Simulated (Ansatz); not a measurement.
# Ca (Fm-3m, 1 atom in the cell): phonons and vibrational spectra, part 2 of 2

Task: relax Ca (Fm-3m, 1 atom in the cell), then find its harmonic phonons.

Ansatz 0.2.0; DFT PBEsol, scalar-relativistic, plane waves, PAW.

So far. Step 3 (Relaxing to small forces for the phonons): The forces vanish by symmetry and the pressure is -0.005 GPa, within the tolerances set. The cell now holds 40.57 Å³/atom. The relaxed cell has a = 5.455 Å (conventional setting).

**4. The dispersion**

Stability and thermal properties need the whole zone. Linear response on a 4×4×4 q mesh gives force constants as far as a supercell of that size would.

The input, input.yaml:

```yaml
crystal:
  lattice:
    - [0.0, 2.7273233847, 2.7273233847]
    - [2.7273233847, 0.0, 2.7273233847]
    - [2.7273233847, 2.7273233847, 0.0]
  atoms:
    - { symbol: Ca, position: [0.0, 0.0, 0.0] }
kpoints:
  mp_grid: { grid: [16, 16, 16] }
hamiltonian:
  xc: pbesol
scf:
  occupations: { method: methfessel_paxton, width: 0.15 }
output:
  eigenvalues: true
phonons:
  method: dfpt
  qmesh: [4, 4, 4]
  temperatures: { t_max: 1000, t_step: 50 }
  qpath:
    path:
      - [[0.0, 0.0, 0.0], [0.5, 0.0, 0.5], [0.625, 0.25, 0.625]]
      - [[0.375, 0.375, 0.75], [0.0, 0.0, 0.0], [0.5, 0.5, 0.5], [0.5, 0.25, 0.75], [0.5, 0.0, 0.5]]
    npoints: 10
```

The run is started by

```sh
> ansatz run input.yaml --threads 4 --pin off --max-ram 7168MiB --backend cpu --events-out ev --progress --plain --runs-dir out
```

Numbers of over 12 decimals in the logs are rounded to 6 here.

Log:

```text
[...]
Crystal: 1 atoms, lattice volume = 40.573 Å³
Basis set: ecut = 420 eV, 821 PW (Γ), exchange–correlation on 54×54×54 points (8 copies of the dense FFT grid, shifted against one another)
Bands: 9, of which v1, the nominal top of the filled ones, is band 5 counted from 1 (4 counted from 0)
Symmetry: 48 space group operations
k-points: 145 of 4096
[...]
SCF iter   1: F=—  HF=-1793.732833 eV  |F-HF|=—  |Δ(HF+E_count)|=         —  Δρ=2.12e-3  dr2=1.76e-3  ethr=1.77e-3  ⟨swp⟩=5.6  Hψ=10324  notcnv=0
[...]
SCF iter   6: F=-1793.732160 eV  HF=-1793.732160 eV  |F-HF|=2.05e-12  |Δ(HF+E_count)|=   5.51e-9  S|Δr|=    0.00e0  Δρ=2.73e-7  dr2=6.71e-12  ethr=1.00e-12  ⟨swp⟩=4.7  Hψ=6189  notcnv=0
SCF 1 converged in 6 iterations: F = -1793.732160 eV  dr2 = 6.71e-12
[...]
NSCF: frozen V_eff on 145 k-points
[...]
DFPT response loops at q = (0, 0, 0) (fractional): preconditioner auto → Kerker (q_TF=auto, 2.160 Å⁻¹) (partly filled bands, converged f_vac=0.000); β = 1.00, the filter's whole step (`scf.mixing.beta` (0.50) is not read by the response loops under this deck's `scf.mixing.preconditioner`; to damp them name `kerker` or `kerker_dos`, under which they read `scf.mixing.beta`, and type it under 1.00, their step now; both keys bind the ground state too); Broyden in place of MSR1
[...]
SCF converged after 6 iterations
[...]
Free energy (F): -1793.732160 eV
[...]
Internal energy: -1793.729959 eV  (E = F + TS)
E sigma→0 (E₀):  -1793.731610 eV
Entropy (-TS):   -0.002201 eV (-2.201 meV/atom)
Fermi energy:    5.151686 eV
[...]
--- Band table (eV; the first three rows and the last of 145) ---
[...]
--- Phonons (Γ-DFPT): 1 representative perturbation + reference (Σ response iterations 3) ---
  ASR residual: 2.771e-5 → 0.000e0 eV/Å²; symmetrization residual: 9.505e-14 eV/Å²
  ASR residual per site (eV/Å²): 2.77e-5
  Γ frequencies (cm⁻¹): 0.00 0.00 0.00
--- Phonons (arbitrary-q DFPT): 8 irreducible q on the 4×4×4 mesh ---
  q = [0.0000, 0.0000, 0.0000] (star 1, of the zone-centre solve; hermiticity 3.37e-10, symmetrization 3.27e-9): -0.00 0.00 0.00
  q = [0.0000, 0.0000, 0.2500] (star 8, 1 solved perturbation on 2176 of 4096 k-point pairs; hermiticity 8.95e-14, symmetrization 3.48e-13): 52.98 52.98 117.38
[...]
q = [0.0000, 0.2500, 0.2500] (star 6, 2 solved perturbations in 1808 linear systems a pass and spin channel, the states on 1160 of 4096 k-point pairs; hermiticity 1.51e-13, symmetrization 2.18e-13): 92.22 92.22 113.84
[...]
sum rule: each row above includes the acoustic sum rule's correction from the zone centre's row sums; it moved no ω² by more than (0.43 cm⁻¹)²
  mesh force constants: q→R imaginary residual 0.00e0; ASR residual 2.771e-5 → 0.000e0 eV/Å²; symmetrization residual 1.332e-15 eV/Å²
  interpolated dispersion: 62 rows × 3 modes
  density of states and harmonic sums: on the 20×20×20 q-mesh, interpolated from the force constants of a 4×4×4 supercell (no non-analytic term)
  largest difference from the sums on the solved wave vectors: F 1.26e-2 eV, S 1.66e-5 and C_V 4.01e-6 eV/K
  zero-point energy: 0.021279 eV/cell   skipped modes (ω ≤ 0): 3   left out of the sums: 1.25e-4 of the cell's modes: C_V's classical limit lies that fraction below 3 k_B per atom; for a crystal, a wire or a layer, F and S can be off by more, and a phonons.interpolated_qmesh denser along its periods is the remedy for the sampling
```

The job ended after 1.8 min (4 threads of Arm Neoverse V2, shared host; peak memory 3.1 GiB; 6.9 min of CPU time).

This step gave:

- sum-rule residual before enforcement: 2.77e-5 eV/Å²
- lowest frequency on the path: 0 cm⁻¹
- highest frequency on the path or at a solved wavevector: 170.8 cm⁻¹
- mean frequency: 114.4 cm⁻¹
- Debye temperature (second moment): 221 K
- logarithmic mean frequency: 108.6 cm⁻¹
- lowest mode on the q mesh (acoustic modes at Γ apart): 52.98 cm⁻¹
- zero-point energy per atom: 21.28 meV
- heat capacity at 300 K: 24.28 J/(mol atoms K)
- vibrational entropy at 300 K: 41.54 J/(mol atoms K)

Frequencies (cm⁻¹) solved at each irreducible wavevector; negative means imaginary. Frequencies by wavevector, by row:

```csv
q in reciprocal lattice units,star,mode 1,mode 2,mode 3
0 0 0,1,0,0,0
0 0 0.25,8,53,53,117.4
0 0 -0.5,4,78.6,78.6,157.6
0 0.25 0.25,6,92.2,92.2,113.8
0 0.25 -0.5,24,107.2,119.9,156.7
0 0.25 -0.25,12,74,126.2,137
0 -0.5 -0.5,3,131.1,131.1,170.8
0.25 -0.5 -0.25,6,110.3,152.8,152.8
```

Interpolated from a 4×4×4 q mesh. Phonon branches along the path, in cm⁻¹:

```csv
point,branch 1,branch 2,branch 3
Γ,0,0,0
X,131,131,171
U,115,138,161
jump to K,115,138,161
Γ,0,0,0
L,79,79,158
W,110,153,153
X,131,131,171
```

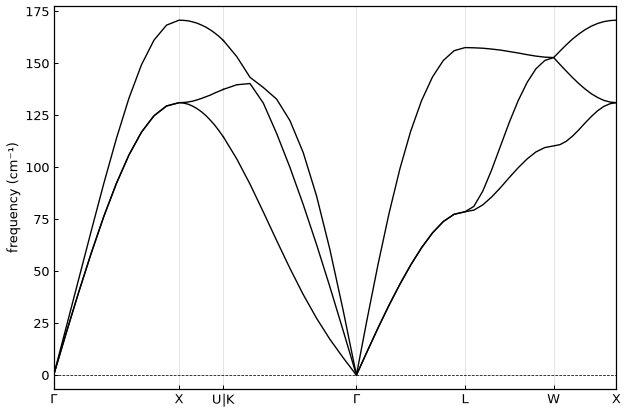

Phonon branches along the path.

The phonon density of states has structure finer than the step of the table below, so its rows give means over 10 cm⁻¹, whole bins alone (the curve runs from 1 to 171 cm⁻¹). Peaks (cm⁻¹: height): 109.0: 0.0341, 155.0: 0.0673.

Tetrahedra on a 20×20×20 mesh, mean over bins of 2 cm-1. Interpolated from a 4×4×4 q mesh. The phonon density of states by wavenumber; means over each step:

```csv
wavenumber (cm⁻¹),phonon density of states (1/cm⁻¹/cell)
10,2.2e-4
20,0.00105
30,0.00233
40,0.00397
50,0.00619
60,0.00907
70,0.0136
80,0.0223
90,0.0267
100,0.0301
110,0.0317
120,0.0273
130,0.0291
140,0.0288
150,0.0358
160,0.0280
```

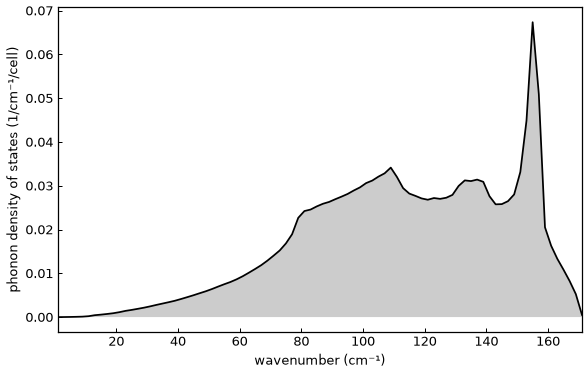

Phonon density of states against wavenumber.

Second derivatives of the energy by pair, one row for each kind of neighbour of each atom listed. Each entry sums the pair over the periodic images of the supercell that the q mesh stands for, and in a polar crystal it holds the long-range dipole part too. Force constants by pair, by row:

```csv
atom,neighbour,distance (Å),third of the trace (eV/Å²),along the pair's line (eV/Å²)
Ca1,itself,0,2.087,–
Ca1,Ca,3.857,-0.1883,-0.5141
Ca1,Ca,5.455,0.0451,0.1333
Ca1,Ca,6.681,-0.0044,-0.0203
```

Harmonic thermodynamic functions per atom, from the density of states. Interpolated from a 4×4×4 q mesh. Thermodynamic functions, by row:

```csv
T (K),F_vib (meV/atom),S (J/mol-atom/K),C_V (J/mol-atom/K)
0,21.28,0,0
50,20.42,5.574,11.26
100,14.61,16.6,19.81
200,-11.19,31.84,23.48
300,-49.53,41.54,24.28
400,-96.4,48.57,24.56
500,-149.7,54.07,24.7
600,-208.1,58.58,24.77
700,-270.9,62.4,24.82
800,-337.3,65.72,24.84
900,-407,68.64,24.86
1000,-479.5,71.27,24.88
```

Harmonic mean-square displacement, third of the trace. Interpolated from a 4×4×4 q mesh. Mean square displacements, by row:

```csv
T (K),Ca1 U_eq (Å²)
0,0.00417
100,0.00832
300,0.02241
600,0.04433
```

Symmetry leaves 8 wavevectors to solve. The lowest mode among them, the acoustic zeros apart, lies at q = (0, 0, 0.25) and is real, 53.0 cm⁻¹.

**5. The same by displaced supercells**

Finite displacements in a 2×2×2 supercell give force constants from forces alone. They are exact at the wavevectors that the supercell holds, where they check the linear-response result.

input.yaml: that of step 4 with these lines changed.

```diff
@@ -16,4 +16,4 @@
 phonons:
-  method: dfpt
-  qmesh: [4, 4, 4]
+  method: fd
+  supercell: [2, 2, 2]
   temperatures: { t_max: 1000, t_step: 50 }
```

Log:

```text
[...]
Crystal: 8 atoms, lattice volume = 324.586 Å³
Basis set: ecut = 420 eV, 6375 PW (Γ), exchange–correlation on 108×108×108 points (8 copies of the dense FFT grid, shifted against one another)
Bands: 58, of which v1, the nominal top of the filled ones, is band 40 counted from 1 (39 counted from 0)
Symmetry: 384 space group operations
k-points: 29 of 512
[...]
SCF iter   1: F=—  HF=-14349.857278 eV  |F-HF|=—  |Δ(HF+E_count)|=         —  Δρ=1.90e-8  dr2=1.28e-12  ethr=1.00e-12  ⟨swp⟩=3.0  Hψ=4311  notcnv=0
[...]
SCF iter   2: F=-14349.857278 eV  HF=-14349.857278 eV  |F-HF|=1.82e-12  |Δ(HF+E_count)|=  1.82e-12  S|Δr|=    0.00e0  Δρ=9.94e-9  dr2=3.80e-13  ethr=1.00e-12  ⟨swp⟩=2.9  Hψ=3065  notcnv=0
SCF 1 converged in 2 iterations: F = -14349.857278 eV  dr2 = 3.80e-13
[...]
Symmetry: 8 space group operations
k-points: 59 of 512 (time reversal used)
[...]
SCF iter   6: F=-14349.857272 eV  HF=-14349.857272 eV  |F-HF|=3.64e-12  |Δ(HF+E_count)|=  2.55e-11  S|Δr|=    0.00e0  Δρ=3.09e-8  dr2=3.50e-12  ethr=1.00e-12  ⟨swp⟩=5.6  Hψ=12714  notcnv=0
SCF 2 converged in 6 iterations: F = -14349.857272 eV  dr2 = 3.50e-12
[...]
SCF converged after 2 iterations
[...]
Free energy (F): -14349.857278 eV
[...]
Internal energy: -14349.839673 eV  (E = F + TS)
E sigma→0 (E₀):  -14349.852877 eV
Entropy (-TS):   -0.017605 eV (-2.201 meV/atom)
Fermi energy:    5.151685 eV
[...]
--- Band table (eV; the first three rows and the last of 29) ---
  k-point 0: bands = [... 36 lower, 4.1324, 4.6533, 4.6533, 4.6533, 5.0220, 5.0220, 5.0220, 5.0220, ... 14 higher]
  k-point 1: bands = [... 36 lower, 4.1448, 4.6246, 4.6246, 4.6246, 5.0681, 5.0681, 5.0681, 5.3047, ... 14 higher]
  k-point 2: bands = [... 36 lower, 4.1834, 4.5476, 4.5476, 4.5476, 5.1962, 5.1962, 5.1962, 5.7333, ... 14 higher]
  k-point 28: bands = [... 36 lower, 4.7667, 4.7667, 4.7667, 4.7667, 5.9295, 5.9295, 5.9295, 5.9295, ... 14 higher]
--- Phonons: 1 displaced member + reference (amplitude 0.0025 Å, Σ member SCF iterations 6) ---
  symmetry images taken by strict's conditions (phonons.symmetry_images: auto; settled by no image being taken that strict refuses)
  ASR residual: 5.446e-5 → 0.000e0 eV/Å²; symmetrization residual: 1.332e-15 eV/Å²
  largest component of a force at the reference: 5.8e-29 eV/Å
  ASR residual per site (eV/Å²): 5.45e-5
  Γ frequencies (cm⁻¹): 0.00 0.00 0.00
[...]
```

Elapsed: 19 s, on 4 threads; peak memory 1.4 GiB.

This step gave:

| Property | Result |
| --- | --- |
| atoms in the supercell | 8 |
| sum-rule residual before enforcement | 5.45e-5 eV/Å² |

Interpolated from a 2×2×2 supercell, rough between the solved points. The phonon branches at the labelled points (cm⁻¹):

```csv
point,branch 1,branch 2,branch 3
Γ,0,0,0
X,131,131,171
U,118,142,156
jump to K,118,142,156
Γ,0,0,0
L,79,79,158
W,127,148,148
X,131,131,171
```

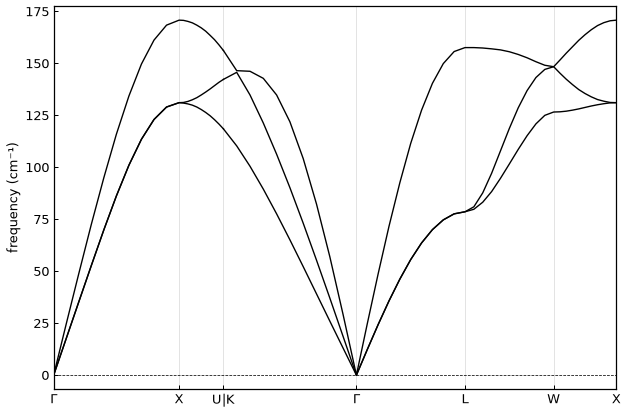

Phonon branches along the path.

The phonon density of states has structure finer than the step of the table below, so its rows give means over 10 cm⁻¹, whole bins alone (the curve runs from 1 to 171 cm⁻¹). Peaks (cm⁻¹: height): 125.0: 0.0366, 155.0: 0.0684.

Tetrahedra on a 20×20×20 mesh, mean over bins of 2 cm-1. Interpolated from a 2×2×2 supercell, rough between the solved points. Table of phonon density of states by wavenumber; means over each step:

```csv
wavenumber (cm⁻¹),phonon density of states (1/cm⁻¹/cell)
10,1.6e-4
20,7.7e-4
30,0.00184
40,0.00336
50,0.00553
60,0.00855
70,0.0133
80,0.0224
90,0.0264
100,0.0288
110,0.0315
120,0.0347
130,0.0304
140,0.0268
150,0.0418
160,0.0213
```

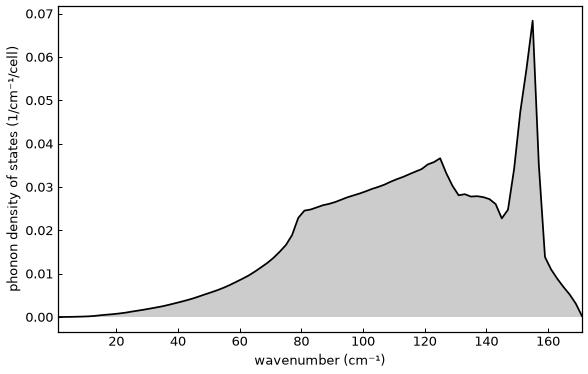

Phonon density of states against wavenumber.

**6. What came out**

```
space group after relaxation (within 0.01 Å)            : Fm-3m
volume per atom                                         : 40.6 Å³
electronic character                                    : no gap on this mesh
lowest mode on the q mesh (acoustic modes at Γ apart)   : 53.0 cm⁻¹
highest frequency on the path or at a solved wavevector : 171 cm⁻¹
zero-point energy per atom                              : 21.3 meV
heat capacity at 300 K                                  : 24.3 J/(mol atoms K)
vibrational entropy at 300 K                            : 41.5 J/(mol atoms K)
Debye temperature (second moment)                       : 221 K
imaginary modes on the 4×4×4 q mesh                     : none
```

**Reading.** The structure is a minimum as far as tested: no mode is imaginary at the 8 irreducible wavevectors of the 4×4×4 mesh, and the softest away from the acoustic zeros lies at 53 cm⁻¹. With no gap, or one that is small against the smearing, the frequencies hang on the k mesh and the smearing, most of all near Kohn anomalies. These are harmonic frequencies at zero temperature: anharmonic shifts, linewidths and thermal expansion are left out.

[Logs are printed without paths, hosts, clocks, repeated set-up lines and the standing remarks that a program may print on its own settings, such as how far it seeks lower states.]

[Hosts, paths, dates, database ids (printed as entryN), source tags and the programs' standing remarks are cut or masked in the printed files.]
